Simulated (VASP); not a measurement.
## Lattice of SnSe across functionals and dispersion corrections

Wanted: equilibrium cells of SnSe at many levels, with their cost. The levels: LDA, PBE, r2SCAN, PBE + D3(BJ), r2SCAN + rVV10, PBE + TS, PBE + D4 and RPBE. LASPH is on for some levels and off for others; the table marks which. The start is a computed cell from the Materials Project.

Program: VASP 6.6.1. Level of theory: LDA; plane waves and PAW (Sn_d, Se), in the first sound run; inputs show where later runs differ. Results are calculated unless marked as measured.

### 1. The structure

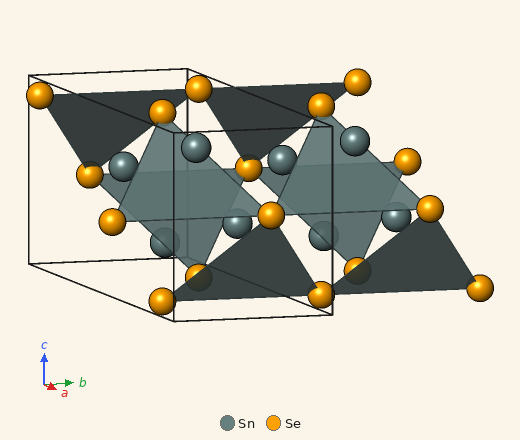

The starting structure, seen slightly off an axis (tin teal, selenium orange). 1×2×1 cells are drawn. Some periodic images of atoms are drawn too.

Structure file:

```cif
data_structure
_symmetry_space_group_name_H-M 'P 1'
_symmetry_Int_Tables_number 1
_cell_length_a 11.6645
_cell_length_b 4.1263
_cell_length_c 4.7009
_cell_angle_alpha 90.000
_cell_angle_beta 90.000
_cell_angle_gamma 90.000
_cell_volume 226.26
loop_
_atom_site_label
_atom_site_type_symbol
_atom_site_fract_x
_atom_site_fract_y
_atom_site_fract_z
_atom_site_occupancy
Sn1 Sn 0.61879 0.75000 0.37655 1
Sn2 Sn 0.88121 0.25000 0.87655 1
Sn3 Sn 0.38121 0.25000 0.62345 1
Sn4 Sn 0.11879 0.75000 0.12345 1
Se5 Se 0.14855 0.25000 0.50918 1
Se6 Se 0.64855 0.25000 0.99082 1
Se7 Se 0.35145 0.75000 0.00918 1
Se8 Se 0.85145 0.75000 0.49082 1
```

### 2. Relaxation with LDA

The start need not lie at this functional's minimum. ISIF = 3 frees volume, shape and positions, and EDIFFG sets the threshold on forces and stress at which the search stops. LDA, the lowest rung, knows the local density alone.

INCAR reads:

```
SYSTEM = SnSe
PREC = Accurate
ENCUT = 520
EDIFF = 1E-06
NELM = 100
ISMEAR = -1
SIGMA = 0.05
LREAL = .FALSE.
ALGO = Normal
GGA = CA
NBANDS = 49
LORBIT = 11
LWAVE = .FALSE.
LCHARG = .FALSE.
KPAR = 4
NCORE = 2
IBRION = 2
NSW = 60
ISIF = 3
EDIFFG = -0.01
```

POSCAR reads:

```
SnSe
1.0
   11.6644585000      0.0000000000      0.0000000000
    0.0000000000      4.1262509500      0.0000000000
    0.0000000000      0.0000000000      4.7009074500
Sn Se
4 4
Direct
    0.6187868500      0.7500000000      0.3765543000
    0.8812131500      0.2500000000      0.8765543000
    0.3812131500      0.2500000000      0.6234457000
    0.1187868500      0.7500000000      0.1234457000
    0.1485530300      0.2500000000      0.5091818000
    0.6485530300      0.2500000000      0.9908182000
    0.3514469700      0.7500000000      0.0091818000
    0.8514469700      0.7500000000      0.4908182000
```

KPOINTS reads:

```
Automatic mesh
0
Gamma
2 6 5
0 0 0
```

PAW data sets: Sn_d and Se (PBE family, release 64).

The run is started by

```console
$ mpirun -np 8 vasp_std
```

Numbers of over 12 decimals in the logs are rounded to 6 here.

What it wrote:

```text
[banner, memory and clock lines left out]
running    8 mpi-ranks, on    1 nodes
 distrk:  each k-point on    2 cores,    4 groups
 distr:  one band on    2 cores,    1 groups

 POSCAR found type information on POSCAR SnSe
 POSCAR found :  2 types and       8 ions
|                                                                             |
|               ----> ADVICE to this user running VASP <----                  |
|                                                                             |
|     You enforced a specific xc type in the INCAR file but a different       |
|     [... a line on the potential file left out ...]
|     I HOPE YOU KNOW WHAT YOU ARE DOING!                                     |
|                                                                             |

 LDA part: xc-table for (Slater(with rela. corr.)+CA(PZ))
 , standard interpolation
 POSCAR, INCAR and KPOINTS ok, starting setup
 FFT: planning ... GRIDC
 FFT: planning ... GRID_SOFT
 FFT: planning ... GRID
 WAVECAR not read
 entering main loop
       N       E                     dE             d eps       ncg     rms          rms(c)
DAV:   1     0.865135096033E+03    0.86514E+03   -0.36702E+04  2521   0.205E+03
DAV:   2     0.113745785357E+03   -0.75139E+03   -0.72793E+03  2360   0.595E+02
DAV:   3    -0.284666175981E+02   -0.14221E+03   -0.13584E+03  2813   0.206E+02
DAV:   4    -0.384235595193E+02   -0.99569E+01   -0.98063E+01  2779   0.549E+01
DAV:   5    -0.387821147642E+02   -0.35856E+00   -0.35761E+00  2804   0.111E+01    0.611E+00
DAV:   6    -0.379631725937E+02    0.81894E+00   -0.15690E+00  3273   0.727E+00    0.371E+00
DAV:   7    -0.379336144928E+02    0.29558E-01   -0.55377E-01  3085   0.292E+00    0.140E+00
DAV:   8    -0.379248489685E+02    0.87655E-02   -0.49857E-02  3146   0.139E+00    0.342E-01
DAV:   9    -0.379242812637E+02    0.56770E-03   -0.72988E-03  2933   0.527E-01    0.957E-02
DAV:  10    -0.379242906257E+02   -0.93620E-05   -0.74860E-04  3120   0.164E-01    0.477E-02
DAV:  11    -0.379243078449E+02   -0.17219E-04   -0.15286E-04  3291   0.701E-02    0.163E-02
DAV:  12    -0.379242976306E+02    0.10214E-04   -0.42014E-05  3161   0.424E-02    0.503E-03
DAV:  13    -0.379242979352E+02   -0.30461E-06   -0.40351E-06  2195   0.979E-03
   1 F= -.37924298E+02 E0= -.37924274E+02  d E =-.379243E+02
 curvature:   0.00 expect dE= 0.000E+00 dE for cont linesearch  0.000E+00
 trial: gam= 0.00000 g(F)=  0.550E-03 g(S)=  0.280E+00 ort = 0.000E+00 (trialstep = 0.100E+01)
 search vector abs. value=  0.280E+00
 bond charge predicted
       N       E                     dE             d eps       ncg     rms          rms(c)
DAV:   1    -0.416689147185E+02   -0.37446E+01   -0.77479E+01  3082   0.786E+01    0.108E+01
DAV:   2    -0.386776701026E+02    0.29912E+01   -0.64912E+00  2989   0.255E+01    0.444E+00
DAV:   3    -0.380663476586E+02    0.61132E+00   -0.20295E+00  3058   0.129E+01    0.104E+00
DAV:   4    -0.380370368053E+02    0.29311E-01   -0.91297E-02  2463   0.184E+00    0.384E-01
DAV:   5    -0.380324330527E+02    0.46038E-02   -0.11271E-02  3401   0.561E-01    0.155E-01
DAV:   6    -0.380319714625E+02    0.46159E-03   -0.12510E-03  2989   0.310E-01    0.589E-02
DAV:   7    -0.380318905623E+02    0.80900E-04   -0.12856E-04  3095   0.867E-02    0.165E-02
DAV:   8    -0.380318870523E+02    0.35101E-05   -0.34476E-05  3363   0.260E-02    0.409E-03
DAV:   9    -0.380318871645E+02   -0.11221E-06   -0.22653E-06  1897   0.764E-03
   2 F= -.38031887E+02 E0= -.38031846E+02  d E =-.107589E+00
[... from here on, the cycles between the ionic steps are left out ...]
   3 F= -.38039861E+02 E0= -.38039825E+02  d E =-.115563E+00
   4 F= -.38087724E+02 E0= -.38087658E+02  d E =-.478626E-01
   5 F= -.38167780E+02 E0= -.38167478E+02  d E =-.127919E+00
   6 F= -.38171008E+02 E0= -.38170591E+02  d E =-.131147E+00
   7 F= -.38175301E+02 E0= -.38174987E+02  d E =-.429327E-02
   8 F= -.38180131E+02 E0= -.38179785E+02  d E =-.912321E-02
   9 F= -.38187781E+02 E0= -.38187550E+02  d E =-.764962E-02
  10 F= -.38189012E+02 E0= -.38188826E+02  d E =-.888040E-02
  11 F= -.38190295E+02 E0= -.38190076E+02  d E =-.128358E-02
  12 F= -.38191250E+02 E0= -.38190893E+02  d E =-.223802E-02
  13 F= -.38191368E+02 E0= -.38191053E+02  d E =-.235660E-02
  14 F= -.38191948E+02 E0= -.38191621E+02  d E =-.579145E-03
  15 F= -.38193022E+02 E0= -.38192658E+02  d E =-.165314E-02
  16 F= -.38192337E+02 E0= -.38191892E+02  d E =-.968879E-03
  17 F= -.38193204E+02 E0= -.38192817E+02  d E =-.183583E-02
  18 F= -.38193550E+02 E0= -.38193169E+02  d E =-.345352E-03
  19 F= -.38193611E+02 E0= -.38193236E+02  d E =-.406636E-03
  20 F= -.38193615E+02 E0= -.38193239E+02  d E =-.410686E-03
  21 F= -.38193708E+02 E0= -.38193334E+02  d E =-.935437E-04
  22 F= -.38193952E+02 E0= -.38193580E+02  d E =-.336866E-03
  23 F= -.38194271E+02 E0= -.38193904E+02  d E =-.656023E-03
  24 F= -.38194257E+02 E0= -.38193896E+02  d E =-.641840E-03
  25 F= -.38194379E+02 E0= -.38194015E+02  d E =-.763996E-03
  26 F= -.38194544E+02 E0= -.38194187E+02  d E =-.165489E-03
  27 F= -.38194590E+02 E0= -.38194237E+02  d E =-.211159E-03
  28 F= -.38194768E+02 E0= -.38194395E+02  d E =-.177457E-03
  29 F= -.38194847E+02 E0= -.38194455E+02  d E =-.256543E-03
  30 F= -.38194797E+02 E0= -.38194364E+02  d E =-.206751E-03
  31 F= -.38194864E+02 E0= -.38194460E+02  d E =-.273955E-03
  32 F= -.38194980E+02 E0= -.38194573E+02  d E =-.115970E-03
  33 F= -.38195012E+02 E0= -.38194603E+02  d E =-.147880E-03
  34 F= -.38195106E+02 E0= -.38194703E+02  d E =-.942227E-04
 ZBRENT: can't locate minimum, use default step
 trial-energy change:   -0.000094  1 .order   -0.000089   -0.000100   -0.000079
 step:   2.4118(harm=  2.8317)  dis= 0.00680  next Energy=   -38.195247 (dE=-0.235E-03)
 bond charge predicted
       N       E                     dE             d eps       ncg     rms          rms(c)
DAV:   1    -0.381931441638E+02    0.19618E-02   -0.61563E-01  2551   0.330E+00    0.200E-01
DAV:   2    -0.381954114201E+02   -0.22673E-02   -0.24766E-02  3303   0.991E-01    0.917E-02
DAV:   3    -0.381953189343E+02    0.92486E-04   -0.35300E-04  2983   0.132E-01    0.659E-02
DAV:   4    -0.381952498909E+02    0.69043E-04   -0.16461E-04  3133   0.125E-01    0.168E-02
DAV:   5    -0.381952516110E+02   -0.17202E-05   -0.45430E-05  2587   0.458E-02    0.602E-03
DAV:   6    -0.381952516247E+02   -0.13659E-07   -0.14927E-06  1388   0.901E-03
  35 F= -.38195252E+02 E0= -.38194865E+02  d E =-.239680E-03
 curvature: -11.48 expect dE=-0.703E-03 dE for cont linesearch -0.829E-06
 trial: gam= 0.35171 g(F)=  0.166E-04 g(S)=  0.446E-04 ort = 0.100E-04 (trialstep = 0.965E+00)
 search vector abs. value=  0.241E-03
 reached required accuracy - stopping structural energy minimisation
```

Run time: 4.4 min. Hardware: 8 MPI ranks of Intel Xeon 6975P-C (Granite Rapids), shared host; peak memory 2.2 GiB.

The logs omit lines about the potential files and the build; timing stands in the text.

Parts of OUTCAR (step 2):

```text
ion  position               nearest neighbor table
   1  0.619  0.750  0.377-   8 2.77   6 2.77   6 2.77   3 3.64   3 3.64
   2  0.881  0.250  0.877-   6 2.77   8 2.77   8 2.77   4 3.64   4 3.64
   3  0.381  0.250  0.623-   5 2.77   7 2.77   7 2.77   1 3.64   1 3.64
   4  0.119  0.750  0.123-   7 2.77   5 2.77   5 2.77   2 3.64   2 3.64
   5  0.149  0.250  0.509-   3 2.77   4 2.77   4 2.77
   6  0.649  0.250  0.991-   2 2.77   1 2.77   1 2.77
   7  0.351  0.750  0.009-   4 2.77   3 2.77   3 2.77
   8  0.851  0.750  0.491-   1 2.77   2 2.77   2 2.77

  LATTYP: Found a simple orthorhombic cell.
 ALAT       =     4.1262509500
 B/A-ratio  =     1.1392684320
 C/A-ratio  =     2.8268902307

 Subroutine GETGRP returns: Found  8 space group operations
 (whereof  2 operations were pure point group operations)

The static configuration has the point symmetry S_2 .
 The point group associated with its full space group is D_2h.

 Found     24 irreducible k-points:

   k-points           NKPTS =     24   k-points in BZ     NKDIM =     24   number of bands    NBANDS=     49

   dimension x,y,z NGX =    90 NGY =   32 NGZ =   36
   dimension x,y,z NGXF=   180 NGYF=   64 NGZF=   72

   ENCUT  =  520.0 eV  38.22 Ry    6.18 a.u.  21.69  7.67  8.74*2*pi/ulx,y,z

   NELECT =      80.0000    total number of electrons

 k-points in reciprocal lattice and weights: Automatic mesh
   0.00000000  0.00000000  0.00000000       0.017
   0.50000000  0.00000000  0.00000000       0.017
   0.00000000  0.16666667  0.00000000       0.033
   0.50000000  0.16666667  0.00000000       0.033
   0.00000000  0.33333333  0.00000000       0.033
   0.50000000  0.33333333  0.00000000       0.033
   0.00000000  0.50000000  0.00000000       0.017
   0.50000000  0.50000000  0.00000000       0.017
   0.00000000  0.00000000  0.20000000       0.033
[...]
0.00000000  0.50000000  0.40000000       0.033
   0.50000000  0.50000000  0.40000000       0.033

 average (electrostatic) potential at core
       1-100.7109       2-100.7109       3-100.7109       4-100.7109       5 -52.0405
       6 -52.0405       7 -52.0405       8 -52.0405

 E-fermi :   5.9792

 k-point     1 :       0.0000    0.0000    0.0000
  band No.  band energies     occupation
    ...
     36       3.8008      2.00000
     37       4.1015      2.00000
     38       4.4563      2.00000
     39       5.0156      2.00000
     40       5.2010      2.00000
     41       6.1961      0.02578
     42       8.6701      0.00000
     43       8.7676      0.00000
     44       8.8024      0.00000
     45       9.0566      0.00000
    ...

 k-point     2 :       0.5000    0.0000    0.0000
  band No.  band energies     occupation
    ...
     36       3.4660      2.00000
     37       3.7860      2.00000
     38       3.7860      2.00000
     39       5.1779      2.00000
     40       5.1779      2.00000
     41       8.2879      0.00000
     42       8.2879      0.00000
     43       8.4193      0.00000
     44       8.4193      0.00000
     45       9.5563      0.00000
    ...

 k-point     3 :       0.0000    0.1667    0.0000
  band No.  band energies     occupation
    ...
     36       3.9007      2.00000
     37       4.1323      2.00000
     38       4.9724      2.00000
     39       5.0477      2.00000
     40       5.0486      2.00000
     41       6.4304      0.00024
     42       7.5990      0.00000
     43       8.5926      0.00000
     44       8.8583      0.00000
     45       8.8736      0.00000
    ...

  Total        0.0542041      0.0396892     -0.0536743      0.0000000      0.0000000      0.0000000
  in kB        0.4290737      0.3141755     -0.4248798      0.0000000      0.0000000      0.0000000
  external PRESSURE =       0.1061231 kB  Pullay stress =       0.0000000 kB

  energy-cutoff  :      520.00
  volume of cell :      202.40
      direct lattice vectors                 reciprocal lattice vectors
    11.345789092  0.000000000  0.000000000     0.088138427  0.000000000  0.000000000
     0.000000000  4.108719923  0.000000000     0.000000000  0.243384806  0.000000000
     0.000000000 -0.000000000  4.341795116     0.000000000 -0.000000000  0.230319482

 POSITION                                       TOTAL-FORCE (eV/Angst)
 -----------------------------------------------------------------------------------
      6.99424      3.08154      1.74928        -0.008444     -0.000000      0.000206
     10.02444      1.02718      3.92017         0.008444     -0.000000      0.000206
      4.35155      1.02718      2.59252         0.008444      0.000000     -0.000206
      1.32135      3.08154      0.42162        -0.008444      0.000000     -0.000206
      1.62683      1.02718      2.27040        -0.003368      0.000000     -0.001864
      7.29973      1.02718      4.24229        -0.003368     -0.000000      0.001864
      4.04606      3.08154      0.09950         0.003368      0.000000     -0.001864
      9.71896      3.08154      2.07139         0.003368     -0.000000      0.001864
 -----------------------------------------------------------------------------------
    total drift:                               -0.000000      0.000000     -0.000000

  FREE ENERGIE OF THE ION-ELECTRON SYSTEM (eV)
  ---------------------------------------------------
  free  energy   TOTEN  =       -38.1952516247 eV

  energy  without entropy=      -38.1944790668  energy(sigma->0) =      -38.19486535

 reached required accuracy - stopping structural energy minimisation

 total charge
# of ion       s       p       d       tot
------------------------------------------
    1        1.335   0.786  10.010  12.131
    2        1.335   0.786  10.010  12.131
    3        1.335   0.786  10.010  12.131
    4        1.335   0.786  10.010  12.131
    5        1.480   2.317   0.028   3.825
    6        1.480   2.317   0.028   3.825
    7        1.480   2.317   0.028   3.825
    8        1.480   2.317   0.028   3.825
--------------------------------------------------
tot         11.261  12.412  40.152  63.825

[... 3 further parts left out ...]
```

The gap is read on the k-mesh alone, so it is an upper bound where the band edges lie off the mesh. The PAW data sets were made with PBE, though LDA sets exist; this is a small mismatch. After so large a change of volume the plane waves of the start cell no longer fit, so the final stress carries a basis-set error. The run keeps the 8 symmetry operations of its start, so it cannot find a distortion of lower symmetry.

Relaxation path (22 of 35):

```tsv
step	energy less that of the first step (eV)	largest force (eV/Å)	pressure (GPa)	volume (Å³)
1	0.0000	0.0497	-2.78	226.26
3	-0.1156	0.3974	0.05	213.64
4	-0.1634	0.3185	0.08	211.03
6	-0.2467	0.0457	0.64	201.19
7	-0.2510	0.1482	-0.86	205.36
9	-0.2635	0.0507	-0.11	203.11
11	-0.2660	0.0479	0.02	202.63
12	-0.2670	0.0527	0.17	202.12
14	-0.2676	0.0451	0.09	202.37
16	-0.2680	0.0398	-0.29	203.47
17	-0.2689	0.0247	-0.13	202.97
19	-0.2693	0.0269	0.02	202.51
20	-0.2693	0.0247	0.01	202.55
22	-0.2697	0.0173	0.02	202.50
24	-0.2700	0.0220	0.05	202.29
25	-0.2701	0.0177	0.01	202.37
27	-0.2703	0.0128	-0.02	202.49
29	-0.2705	0.0111	0.02	202.29
30	-0.2705	0.0117	0.08	202.09
32	-0.2707	0.0127	-0.01	202.40
33	-0.2707	0.0141	-0.05	202.52
35	-0.2710	0.0084	0.01	202.40
```

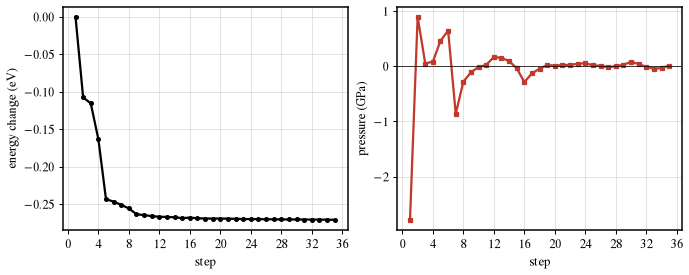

Energy and pressure along the relaxation.

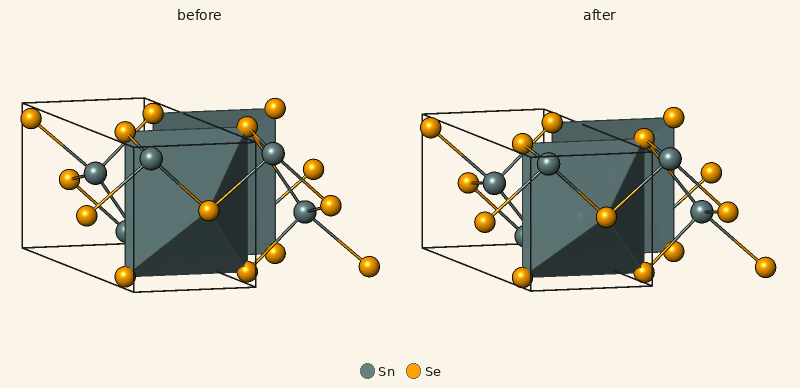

The structure before and after the relaxation, drawn at the same scale.

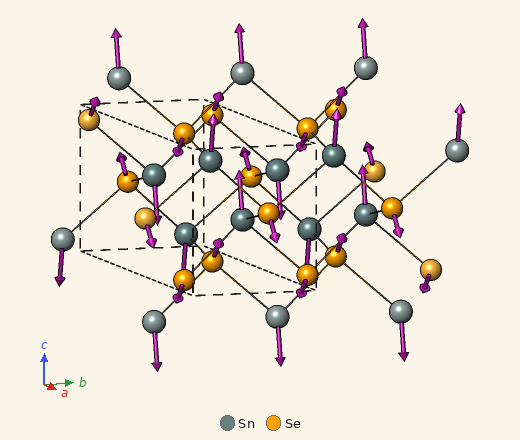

Displacements in the relaxation, exaggerated, measured against the changing cell; the longest in the cell stands for 0.12 Å. 1×2×1 cells are drawn. Some periodic images of atoms are drawn too.

```tsv
conventional cell, symmetrised	before	after	change
a (Å)	11.664	11.346	-2.7 %
b (Å)	4.126	4.109	-0.4 %
c (Å)	4.701	4.342	-7.6 %
volume (Å³/atom)	28.28	25.30	-10.5 %
```

The atoms that moved most (Å, as changes of fractional coordinates times the final cell):

```tsv
atom	dx	dy	dz	length
Sn2	0.026	0.000	0.114	0.117
Sn3	0.026	0.000	-0.114	0.117
Sn1	-0.026	0.000	0.114	0.117
Sn4	-0.026	0.000	-0.114	0.117
Se7	0.059	0.000	0.060	0.084
Se5	-0.059	0.000	0.060	0.084
Se6	-0.059	0.000	-0.060	0.084
Se8	0.059	0.000	-0.060	0.084
```

Final coordinates:

```
Sn Se
1.0
    11.34579    0.00000    0.00000
     0.00000    4.10872    0.00000
     0.00000    0.00000    4.34180
Sn Se
4 4
Direct
  0.61646 0.75000 0.40289
  0.88354 0.25000 0.90289
  0.38354 0.25000 0.59711
  0.11646 0.75000 0.09711
  0.14339 0.25000 0.52292
  0.64339 0.25000 0.97708
  0.35661 0.75000 0.02292
  0.85661 0.75000 0.47708
```

This step gave:

```
electrons                       : 80
bands                           : 49
irreducible k-points            : 24
symmetry operations             : 8
free energy (TOTEN)             : -38.20 eV
energy at zero smearing         : -38.19 eV
Fermi energy                    : 5.979 eV
pressure                        : 0.01061 GPa
metallic                        : no
valence top at k                : 0, 0, 0.4
conduction bottom at k          : 0, 0.3333, 0
least direct gap at k           : 0, 0.3333, 0
SCF cycles over all ionic steps : 234
gap on the k-mesh               : 0.4205 eV
least direct gap on the k-mesh  : 0.5617 eV
```

It ends with a largest force of 0.008 eV/Å and a pressure of 0.01 GPa. The conventional cell has a = 11.346, b = 4.109 and c = 4.342 Å.

(Continued in part 2 of 4.)

[Lines on the potential files, build, host, timing and source positions are cut from VASP's logs without a mark.]

[Logs are printed without paths, hosts, clocks, repeated set-up lines and the standing remarks that a program may print on its own settings, such as how far it seeks lower states.]

[Hosts, paths, dates, database ids (printed as entryN), source tags and the programs' standing remarks are cut or masked in the printed files.]

[A measured line is paired with the nearest computed mode of its activity, which favours agreement.]
